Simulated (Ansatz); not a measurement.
WC (WC type, space group P-6m2)

```yaml
crystal:
  lattice:
    - [5.82515, 0.00000, 0.00000]
    - [-1.45629, 2.52236, 0.00000]
    - [0.00000, 0.00000, 2.83670]
  atoms:
    - { symbol: W, position: [0.00000, 0.00000, 0.00000] }
    - { symbol: W, position: [0.50000, 0.00000, 0.00000] }
    - { symbol: C, position: [0.33333, 0.33333, 0.50000] }
    - { symbol: C, position: [0.83333, 0.33333, 0.50000] }
```

In each cell atom 1 (W, nearest neighbour C at 2.200 Å; its periodic images, 2.8 Å or more away, move with it) moves by s·(0.662, 0.382, -0.645) (towards the nearest neighbour), the rest being held.

Computed with r2SCAN (plane waves to 500 eV, PAW, scalar-relativistic; Ansatz, a quantum-chemistry and plane-wave program). k mesh 15×15×13 (Γ-centred), Fermi-Dirac smearing 0.05 eV. E stands for the smeared free energy. Left out: 1 of 11 points, with atoms too close for the PAW data. With partly filled bands, energies and forces of such displacements shift with the k mesh and the smearing. F⊥ is the part of the force across the line. Spin-orbit coupling is left out, though W is heavy. The PAW data are Ansatz's earlier set. WC is run without spin polarisation. WC was relaxed with its symmetry unable to fall. The zero of ΔE is the undisplaced structure.

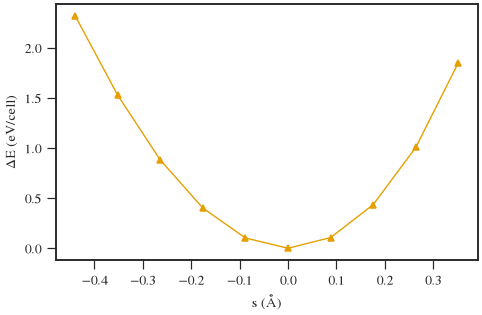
Figure. ΔE (eV/cell) against s (Å); one marker a computed point.

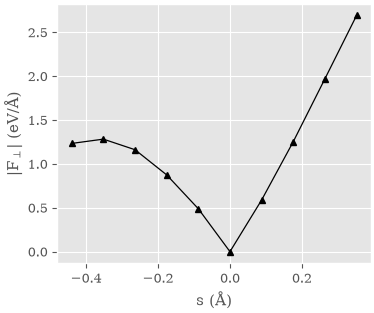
|F⊥| (eV/Å) against s (Å); one marker a computed point.

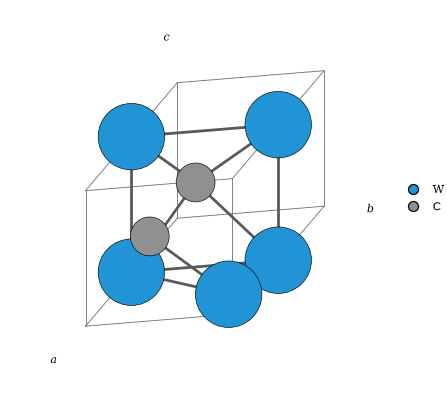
Figure. The cell of the calculation at s = -0.440 Å.

The force along the line at s = -0.440 Å is 9.83 eV/Å and the energy at s = 0.352 Å comes out as 1852 meV/cell. Shape of the curve: a single well with its minimum at or next to zero displacement. Harmonic estimate at the end of the scan: ½ks² = 1670 meV/cell against the computed 1852 meV/cell, so the well is stiffer than harmonic there. Symmetry of the curve: not even: the positive side lies higher at ±0.352 Å.

With its periodic images moving along, the atom's site symmetry in this cell is mm2.

(A displaced cell: forces are minus the slopes of the energy, force constants its curvatures, and phonons follow from these.)
